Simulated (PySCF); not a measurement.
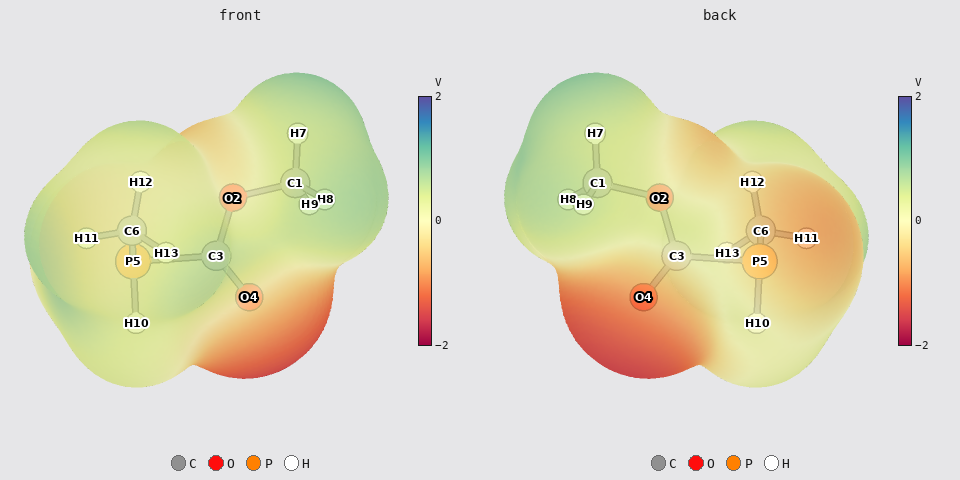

Figure 1: C3H7O2P. The electrostatic potential painted on the density surface at 0.001 e/bohr³, seen from the front and from behind; the colour scale runs from red (negative) to blue (positive).

Geometry: GFN2-xTB.

Level of theory: PBE0/pcSseg-1, SCF density, gas phase, non-relativistic (PySCF 2.14.0).

Input file:

```
{"job": {"kind": "nmr", "xc": "PBE0", "basis": "pcSseg-1"}, "charge": 0, "multiplicity": 1}
C      2.260627    -0.164562     0.421742
O      0.913227    -0.391977     0.020647
C      0.002705    -0.500771     0.984822
O      0.219471    -0.417885     2.162886
P     -1.621460    -0.916197     0.213897
C     -1.775646     0.571328    -0.879012
H      2.877193    -0.341703    -0.455702
H      2.378949     0.863334     0.769634
H      2.529704    -0.846798     1.229779
H     -2.351158    -0.412114     1.291049
H     -2.783042     0.586309    -1.289615
H     -1.065477     0.477634    -1.698153
H     -1.589483     1.493889    -0.332804
```

Run with:

```sh
OMP_NUM_THREADS=1 python probes_run.py task.json out
```

Question: Describe the electrostatic potential map.

Answer: The most negative region (about −1.5 V, or −35 kcal/mol for a unit charge) lies over O4, the most positive (about +0.9 V, or +21 kcal/mol for a unit charge) over C1 and H7. O4 is the likeliest acceptor of a hydrogen bond.

Question: What dipole moment does the calculation give?

Answer: Its dipole moment is 2.41 D.
